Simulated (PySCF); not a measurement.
# C3H5O4S (doublet): what the fields show

Input file:

```
{"job": {"kind": "epr", "basis": "pcH-1"}, "charge": 0, "multiplicity": 2}
C     -1.584008     0.676802     0.295143
S     -0.645675    -0.853650     0.139052
O     -1.255128    -1.668672    -0.883438
O     -0.405719    -1.438785     1.416332
C      0.936130    -0.456150    -0.680161
C      1.848183     0.583012     0.263615
O      1.172545     1.286604     0.956242
O      2.990273     0.367176    -0.044934
H     -1.062860     1.331786     0.980521
H     -2.555979     0.398490     0.685107
H     -1.678716     1.112369    -0.690461
H      0.747758     0.041649    -1.627238
H      1.488805    -1.380144    -0.827509
```

Command:

```sh
OMP_NUM_THREADS=1 python probes_run.py task.json out
```

Geometry: GFN2-xTB.

Method: UKS B3LYP, pcH-1 on C H O S, non-relativistic, mean-field spin-orbit, GIAO in PySCF 2.14.0, density-fitted response routines.

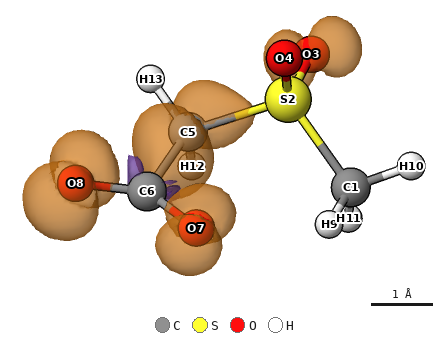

Figure 1. Isosurfaces of the spin density (α minus β) at +0.03 (orange) and −0.03 e/Å³ (purple), seen at a tilt.

Question: Describe the spin distribution.

Answer: The unpaired spin (1 electron) lies mostly on O8 (about 0.4), C5 (about 0.2), O7 (about 0.2) and O3 (about 0.1), in electrons by Hirshfeld's partition.

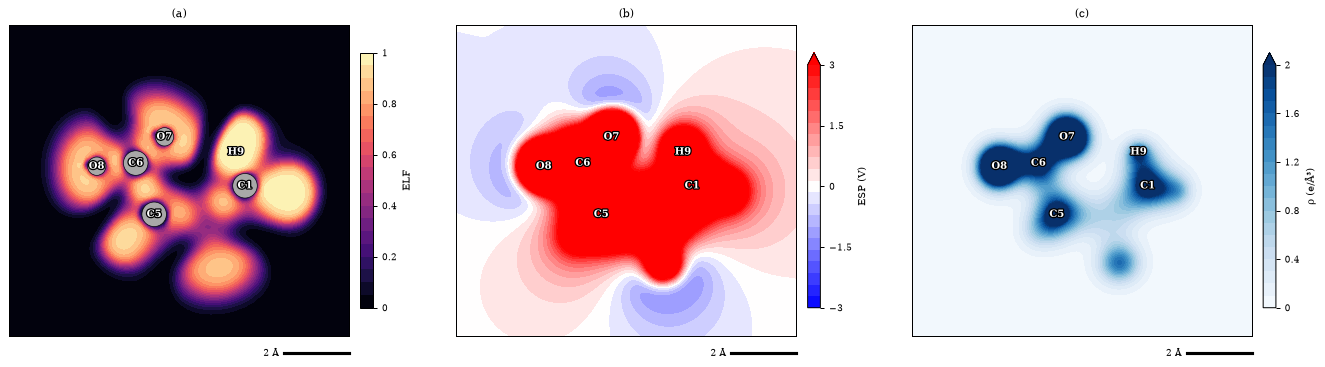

Figure 2. (a) electron localisation function; (b) electrostatic potential; (c) electron density on the plane of atoms C5, C6 and O7. Grey discs cover the atomic cores in the ELF map.

Question: What do the fields say about this system?

Answer:
- The section cuts through C, O and H sites.
- C–O (1.20 Å): ρ at the midpoint is about 3.3 e/Å³; the ELF peaks at about 0.85 between the atoms: a multiple bond.
- C–C (1.67 Å): the density is about 1.1 e/Å³ at the midpoint; the ELF peaks at about 0.90 between the atoms; a shared electron pair.
- C–H (1.08 Å): ρ is about 2.1 e/Å³ halfway; the ELF climbs to about 1 towards the hydrogen, as it does in any bond to H (an ordinary covalent bond to hydrogen).
- The ELF also peaks beside O3, O8 and O7, away from the bonds: non-bonding electrons, paired or unpaired.
- Outside the dense part of the molecule the potential is most negative (−1.2 V) near O3, which lies off the plane.

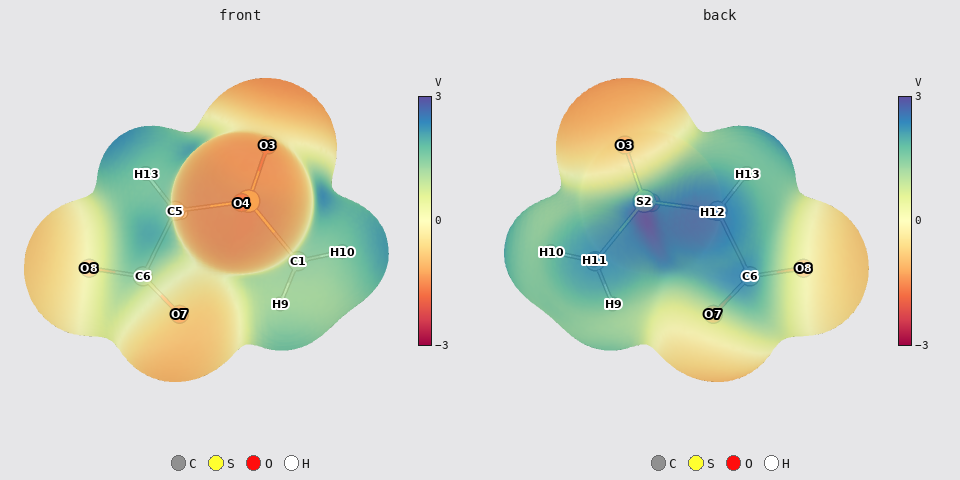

Figure 3. The molecular electrostatic potential painted on the density surface at 0.004 e/bohr³, seen from the front and from behind; red is negative and blue positive.

Question: Which sites attract a positive test charge, and which a negative one?

Answer: A positive charge is drawn to the negative regions and a negative charge to the positive ones. The most negative region (about −1.5 V) lies over O4, the most positive (about +2.7 V) over C1, S2, C5 and H12. O4 is the likeliest acceptor of a hydrogen bond.
